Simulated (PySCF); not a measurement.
**[TlI2]+: forces at shaken geometries**

How stiff is [TlI2]+? Its atoms are displaced at random by several amounts. The structure is generated, not taken from experiment.

Method: B3LYP, Tl def2-SVP with ECP60, I def2-SVP with ECP28; scalar-relativistic core potentials, no spin–orbit coupling; program: PySCF 2.14.0.

3 further runs of the same task are left out: 2 for a known fault of the program, 1 that didn't finish.

**1. Starting geometry**

3 atoms, charge 1, spin multiplicity 1.

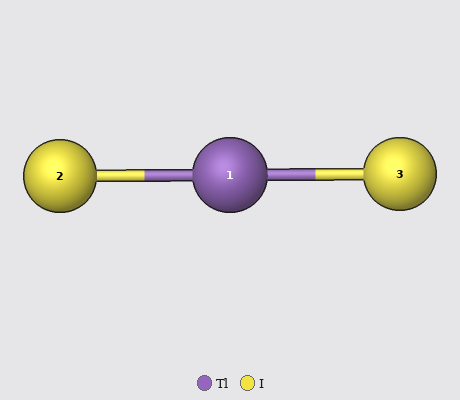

The geometry (thallium purple, iodine yellow); atoms are numbered from 1 in the order of the file.

Coordinates:

```xyz
3
charge 1, multiplicity 1
Tl    0.00000    0.00000    0.00000
I     0.00000    0.00000    2.66070
I     0.00000    0.00000   -2.66070
```

Formal oxidation states: Tl +3. An earlier session relaxed this geometry at B3LYP, Tl def2-SVP with ECP60, I def2-SVP with ECP28 (singlet, point group D∞h).

Its energy there is -767.957825 Eh.

**2. Atoms moved at random, σ = 0.15 Å**

Input file run.py (the lines that set the calculation):

```python
mol = gto.M(atom='''
Tl    -0.02529     0.19236     0.11862
I      0.06883    -0.09890     2.56740
I     -0.04354    -0.09346    -2.68602''',
    basis={'Tl': 'def2-SVP', 'I': 'def2-SVP'},
    ecp={'Tl': 'def2-SVP', 'I': 'def2-SVP'},
    charge=1, spin=0)
mf = dft.RKS(mol, xc='B3LYP')
mf.grids.atom_grid = (50, 194)
mf = mf.density_fit()  # fitting sets: Tl def2-universal-JKFIT, I def2-universal-JKFIT
mf.conv_tol = 1e-08; mf.max_cycle = 55
mf.kernel(dm0)  # dm0: the density of the relaxed state
```

On the command line:

```
OMP_NUM_THREADS=2 python run.py
```

Log:

```text
init E= -767.963763797966
  HOMO = -0.463331448871993  LUMO = -0.352768377148958  gap/eV = 3.00857
cycle= 1 E= -767.933526499198  delta_E= 0.0302  |g|= 0.129  |ddm|= 0.516
  HOMO = -0.418106887961485  LUMO = -0.343069484886001  gap/eV = 2.04187
cycle= 2 E= -767.910263558607  delta_E= 0.0233  |g|= 0.257  |ddm|= 0.752
  HOMO = -0.452875475067578  LUMO = -0.348156575328903  gap/eV = 2.84955
cycle= 3 E= -767.942331398073  delta_E= -0.0321  |g|= 0.0266  |ddm|= 0.509
  HOMO = -0.452429598318116  LUMO = -0.348350617554099  gap/eV = 2.83213
cycle= 4 E= -767.942536516051  delta_E= -0.000205  |g|= 0.0114  |ddm|= 0.0574
  HOMO = -0.453404778989838  LUMO = -0.348093994321503  gap/eV = 2.86565
cycle= 5 E= -767.942589634552  delta_E= -5.31e-05  |g|= 0.00321  |ddm|= 0.0244
  HOMO = -0.453532608397051  LUMO = -0.348118400664197  gap/eV = 2.86847
cycle= 6 E= -767.942593536324  delta_E= -3.9e-06  |g|= 0.000776  |ddm|= 0.00665
  HOMO = -0.453460925794323  LUMO = -0.348089343441533  gap/eV = 2.86731
cycle= 7 E= -767.942593869378  delta_E= -3.33e-07  |g|= 5.9e-05  |ddm|= 0.00176
  HOMO = -0.453455404727665  LUMO = -0.348086426801344  gap/eV = 2.86724
cycle= 8 E= -767.942593871446  delta_E= -2.07e-09  |g|= 2.71e-05  |ddm|= 0.000218
  HOMO = -0.453460713123769  LUMO = -0.34809010217124  gap/eV = 2.86728
Extra cycle  E= -767.942593871538  delta_E= -9.16e-11  |g|= 2.43e-05  |ddm|= 8.92e-05
converged SCF energy = -767.942593871538
```

It took 2.8 s on 2 threads of Arm Neoverse V1, shared host.

Result: E = -767.942594 Eh (+0.414 eV from the relaxed state), HOMO -12.34 eV, LUMO -9.47 eV, Mulliken charge on Tl1 +0.55 e, largest force component 4.352 eV/Å. 

```tsv
atom	Fx	Fy	Fz (eV/Å)
Tl1	-0.074	0.015	-4.352
I2	0.079	-0.250	3.083
I3	-0.004	0.235	1.270
```

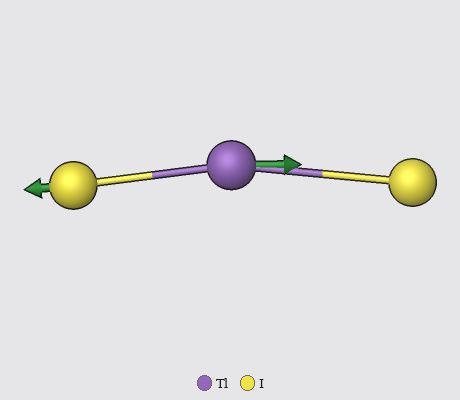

Forces as arrows, the longest for the largest force.

**3. Atoms moved at random, σ = 0.03 Å**

run.py (the lines that set the calculation): that of step 2 with these lines changed.

```diff
@@ -1,5 +1,5 @@
 mol = gto.M(atom='''
-Tl    -0.02529     0.19236     0.11862
-I      0.06883    -0.09890     2.56740
-I     -0.04354    -0.09346    -2.68602''',
+Tl     0.02128    -0.00438     0.03208
+I     -0.03766     0.02402     2.64777
+I      0.01637    -0.01965    -2.67985''',
     basis={'Tl': 'def2-SVP', 'I': 'def2-SVP'},
```

On the command line:

```
OMP_NUM_THREADS=2 python run.py
```

Log:

```text
init E= -767.955363081575
  HOMO = -0.462131526445811  LUMO = -0.350687176351226  gap/eV = 3.03256
cycle= 1 E= -767.956139023855  delta_E= -0.000776  |g|= 0.0363  |ddm|= 0.112
  HOMO = -0.452111895665407  LUMO = -0.348987317794212  gap/eV = 2.80616
cycle= 2 E= -767.95426221825  delta_E= 0.00188  |g|= 0.073  |ddm|= 0.211
  HOMO = -0.460192375578578  LUMO = -0.349515469683726  gap/eV = 3.01167
cycle= 3 E= -767.956845639265  delta_E= -0.00258  |g|= 0.00638  |ddm|= 0.14
  HOMO = -0.460234404885923  LUMO = -0.349584300287425  gap/eV = 3.01094
cycle= 4 E= -767.956858469034  delta_E= -1.28e-05  |g|= 0.00169  |ddm|= 0.0108
  HOMO = -0.460392993255984  LUMO = -0.349571625332519  gap/eV = 3.01560
cycle= 5 E= -767.956859939959  delta_E= -1.47e-06  |g|= 0.000487  |ddm|= 0.00367
  HOMO = -0.460391371985852  LUMO = -0.349576407506121  gap/eV = 3.01543
cycle= 6 E= -767.956860024867  delta_E= -8.49e-08  |g|= 0.000157  |ddm|= 0.0011
  HOMO = -0.460389030899015  LUMO = -0.349572644866718  gap/eV = 3.01547
cycle= 7 E= -767.956860037117  delta_E= -1.23e-08  |g|= 6.43e-06  |ddm|= 0.000337
  HOMO = -0.460388348585228  LUMO = -0.349572650148296  gap/eV = 3.01545
cycle= 8 E= -767.956860037162  delta_E= -4.46e-11  |g|= 1.87e-06  |ddm|= 3.31e-05
  HOMO = -0.460388361145872  LUMO = -0.349572655201052  gap/eV = 3.01545
Extra cycle  E= -767.956860037157  delta_E= 5e-12  |g|= 1.31e-06  |ddm|= 5.41e-06
converged SCF energy = -767.956860037157
```

Run time: 2.8 s. Hardware: 2 threads of Arm Neoverse V1, shared host.

Result: E = -767.956860 Eh (+0.026 eV from the relaxed state), HOMO -12.53 eV, LUMO -9.51 eV, Mulliken charge on Tl1 +0.57 e, largest force component 1.052 eV/Å. 

```tsv
atom	Fx	Fy	Fz (eV/Å)
Tl1	-0.019	-0.002	-1.052
I2	0.005	0.000	0.542
I3	0.014	0.001	0.510
```

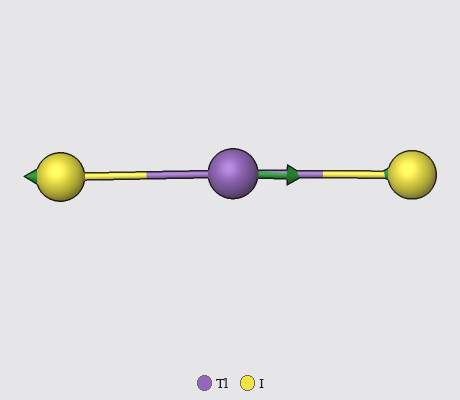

Forces as arrows, the longest for the largest force.

**4. Atoms moved at random, σ = 0.15 Å**

run.py (the lines that set the calculation): that of step 3 with these lines changed.

```diff
@@ -1,5 +1,5 @@
 mol = gto.M(atom='''
-Tl     0.02128    -0.00438     0.03208
-I     -0.03766     0.02402     2.64777
-I      0.01637    -0.01965    -2.67985''',
+Tl     0.05172    -0.03172     0.22005
+I      0.07620    -0.02502     2.63524
+I     -0.12792     0.05674    -2.85530''',
     basis={'Tl': 'def2-SVP', 'I': 'def2-SVP'},
```

On the command line:

```
OMP_NUM_THREADS=2 python run.py
```

Log:

```text
init E= -767.915295206212
  HOMO = -0.47149388951651  LUMO = -0.386385960335459  gap/eV = 2.31590
cycle= 1 E= -767.883062029124  delta_E= 0.0322  |g|= 0.256  |ddm|= 0.674
  HOMO = -0.366288323222436  LUMO = -0.335368401130088  gap/eV = 0.84137
cycle= 2 E= -767.754137029692  delta_E= 0.129  |g|= 0.558  |ddm|= 1.63
  HOMO = -0.440736680857712  LUMO = -0.360587108377062  gap/eV = 2.18098
cycle= 3 E= -767.917543655995  delta_E= -0.163  |g|= 0.0734  |ddm|= 1.21
  HOMO = -0.438090051412435  LUMO = -0.361523152980176  gap/eV = 2.08349
cycle= 4 E= -767.918795110821  delta_E= -0.00125  |g|= 0.0447  |ddm|= 0.196
  HOMO = -0.441729951494342  LUMO = -0.361152997574952  gap/eV = 2.19261
cycle= 5 E= -767.919675487256  delta_E= -0.00088  |g|= 0.00709  |ddm|= 0.0887
  HOMO = -0.442052572343356  LUMO = -0.361117995433041  gap/eV = 2.20234
cycle= 6 E= -767.919695847036  delta_E= -2.04e-05  |g|= 0.00122  |ddm|= 0.0132
  HOMO = -0.442009243892276  LUMO = -0.36105688102661  gap/eV = 2.20283
cycle= 7 E= -767.919696412691  delta_E= -5.66e-07  |g|= 0.000305  |ddm|= 0.00271
  HOMO = -0.442031424232802  LUMO = -0.361060939212576  gap/eV = 2.20332
cycle= 8 E= -767.919696456731  delta_E= -4.4e-08  |g|= 8.19e-05  |ddm|= 0.00053
  HOMO = -0.442042730664504  LUMO = -0.361065352951854  gap/eV = 2.20351
cycle= 9 E= -767.919696460352  delta_E= -3.62e-09  |g|= 9.26e-06  |ddm|= 0.000169
  HOMO = -0.442043789698013  LUMO = -0.361064668534264  gap/eV = 2.20355
Extra cycle  E= -767.919696460329  delta_E= 2.27e-11  |g|= 1.33e-05  |ddm|= 5.21e-05
converged SCF energy = -767.919696460329
```

It took 2.8 s on 2 threads of Arm Neoverse V1, shared host.

Result: E = -767.919696 Eh (+1.038 eV from the relaxed state), HOMO -12.03 eV, LUMO -9.83 eV, Mulliken charge on Tl1 +0.57 e, largest force component 6.550 eV/Å. 

```tsv
atom	Fx	Fy	Fz (eV/Å)
Tl1	-0.199	0.076	-6.550
I2	0.066	-0.005	4.546
I3	0.134	-0.071	2.004
```

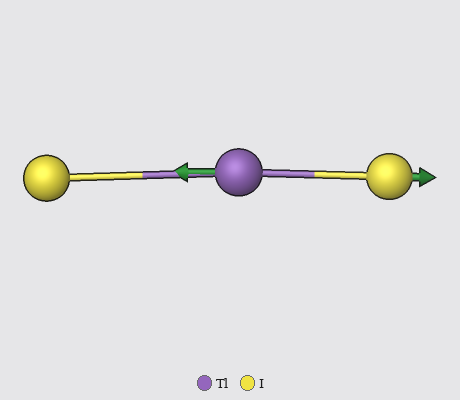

Forces as arrows, the longest for the largest force.

**5. Results**

| σ (Å) | energy rise (eV) | harmonic estimate −½ F·u (eV) | largest force component (eV/Å) |
| --- | --- | --- | --- |
| 0.15 | 0.414 | 0.412 | 4.35 |
| 0.03 | 0.026 | 0.025 | 1.05 |
| 0.15 | 1.038 | 0.988 | 6.55 |

Every displacement raises the energy. For a harmonic well the rise equals −½ F·u; the two differ by at most 5 % here (a move with σ = 0.15 Å), from anharmonicity, the grid and the small forces left at the relaxed point. These are double-zeta-type bases without diffuse functions. Spin–orbit coupling is left out.
